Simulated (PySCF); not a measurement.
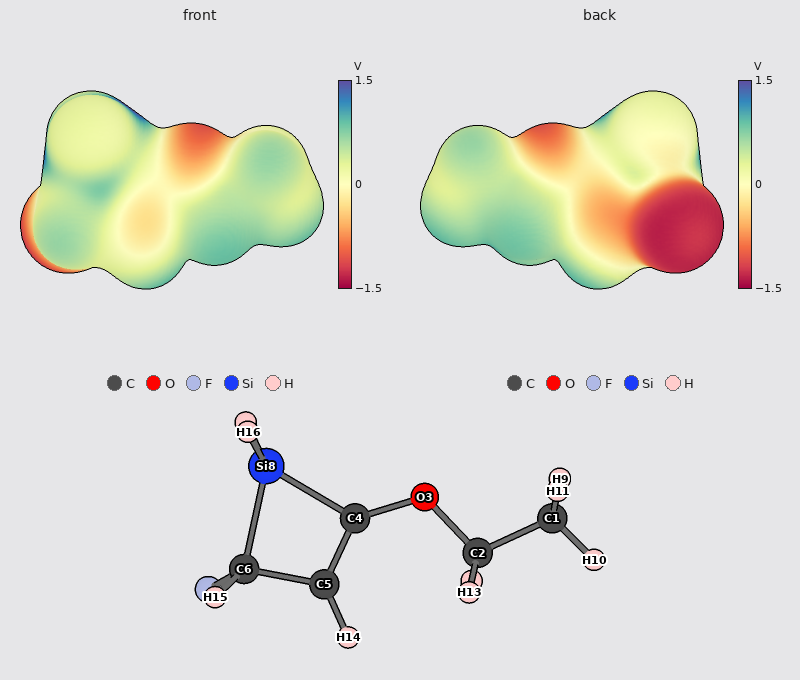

Figure 1: C5H9FOSi (SMILES CCOC1=C[C@H](F)[SiH2]1). The molecular electrostatic potential painted on the density surface at 0.002 e/bohr³, seen from the front and from behind; red is negative and blue positive. The bare structure is drawn below in the same view.

Geometry: GFN2-xTB.

All numbers below come from PBE0/pcSseg-1, SCF density, gas phase, non-relativistic in PySCF.

Input file:

```
{"job": {"kind": "nmr", "xc": "PBE0", "basis": "pcSseg-1"}, "charge": 0, "multiplicity": 1}
C      3.035455     0.517129     0.092149
C      1.707776    -0.181883     0.328329
O      0.665069     0.681611    -0.103781
C     -0.589092     0.225927     0.053838
C     -1.072642    -0.911009     0.586803
C     -2.565150    -0.746690     0.495265
F     -3.167366    -1.708969    -0.315719
Si    -2.282829     0.986946    -0.342773
H      3.150087     0.749268    -0.963198
H      3.852415    -0.125802     0.407215
H      3.071604     1.445079     0.656611
H      1.657580    -1.123278    -0.235243
H      1.572138    -0.409597     1.394431
H     -0.570284    -1.775811     0.986611
H     -3.090853    -0.822878     1.451870
H     -2.702296     2.150534     0.434169
H     -2.678611     1.061452    -1.743208
```

Command:

```sh
OMP_NUM_THREADS=1 python probes_run.py task.json out
```

**Describe the electrostatic potential map.**

The most negative region (about −1.3 V) lies over F7, the most positive (about +1.4 V) over Si8.
